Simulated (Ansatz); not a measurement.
**Cl2FGa (GaCl2F): density, localisation and related maps**

Input file:

```
crystal:
  periodic: [false, false, false]
  atoms:
    - {symbol: Ga, position_ang: [-0.035702, -0.059937, -0.000356]}
    - {symbol: Cl, position_ang: [2.076529, -0.145464, 0.014521]}
    - {symbol: Cl, position_ang: [-1.116604, 1.756794, -0.015470]}
    - {symbol: F, position_ang: [-0.924224, -1.551393, 0.001315]}
basis:
  gaussian: {orbitals: def2-TZVP, initial_orbitals: start.molden}
hamiltonian: {xc: pbe0, dispersion: d4}
scf: {omitted_lower_state_checks: [starts]}
output: {orbitals: {seedname: orbitals}}
```

Command:

```sh
ansatz run in.yaml --threads 4 --pin off --events-out ev --progress --plain --max-ram 3916MiB
```

Geometry: r2SCAN-D4/def2-SVP.

All numbers below come from RKS PBE0-D4/def2-TZVP (Ansatz).

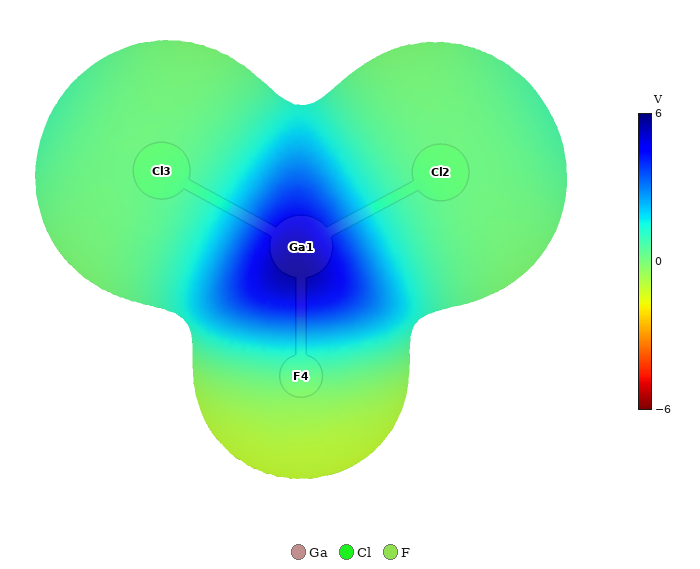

Figure 1. The electrostatic potential painted on the density surface at 0.004 e/bohr³, seen across its widest extent; red is negative and blue positive.

### Where is the surface potential most negative and most positive?

The most negative region (about −1.1 V) lies over F4, the most positive (about +5.4 V) over Ga1. Cl2 shows a σ-hole: about +0.7 V at the tip opposite its bond, against about +0.1 V on its flanks. Cl3 shows a σ-hole: about +0.7 V at the tip opposite its bond, against about +0.1 V on its flanks.

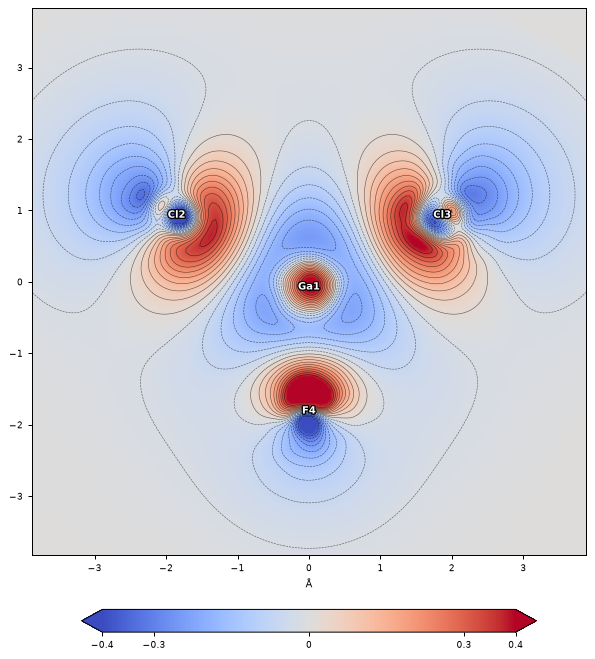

Figure 2. The LUMO on the molecular plane (values in Å⁻³ᐟ²; the overall sign is arbitrary).

### Where does this orbital lie, and at what energy?

It lies mainly on Ga1 (about 50 %), Cl2 (about 20 %), Cl3 (about 20 %) and F4 (about 10 %); it is symmetric in the molecular plane (an in-plane orbital: σ, lone-pair or in-plane π type). Its energy is −2.09 eV.

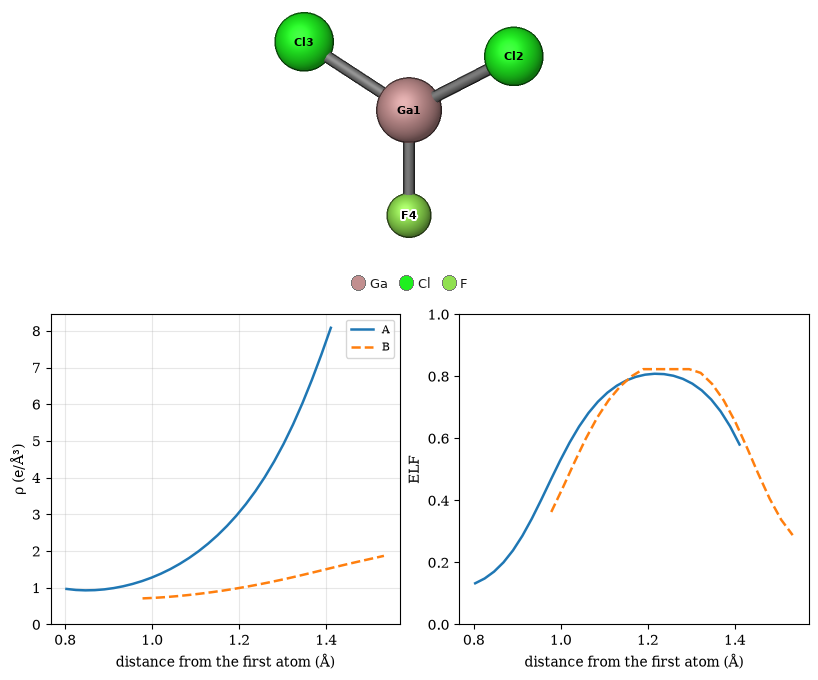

Figure 3. Electron density and ELF along straight lines between neighbouring atoms. The curves leave out the atomic cores. The structure is drawn too.

### Which curve belongs to which contact (Ga–Cl and Ga–F)? The first atom named is at distance zero.

Curve A: Ga–F (1.74 Å): ρ is about 0.94 e/Å³ halfway; the ELF peaks at about 0.80 in the valence shell of F, 0.5 Å from its nucleus, and is about 0.20 at the midpoint. Curve B: Ga–Cl (2.11 Å): the density is about 0.77 e/Å³ at the midpoint; the ELF peaks at about 0.80 in the valence shell of Cl, 0.9 Å from its nucleus, and is about 0.60 at the midpoint.

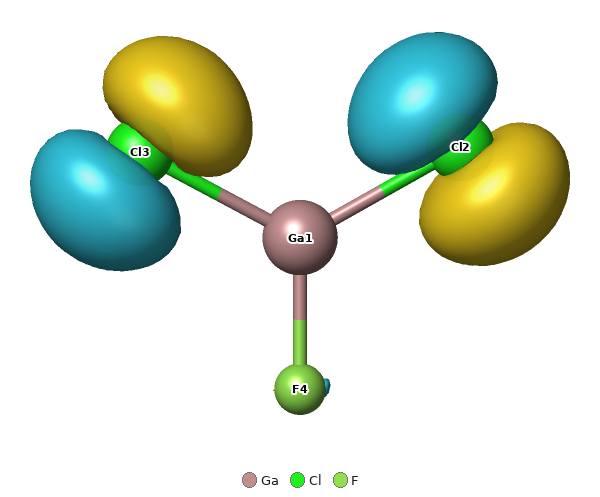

Figure 4. The HOMO at ±0.15 Å⁻³ᐟ² (yellow and cyan are the two phases), seen at a tilt.

### Describe this orbital and give its energy.

Its weight (Hirshfeld) is mainly on Cl2 (about 45 %) and Cl3 (about 45 %); it is symmetric in the molecular plane (an in-plane orbital: σ, lone-pair or in-plane π type); largely a combination of lone pairs on Cl2 and Cl3. Its energy is −9.72 eV.
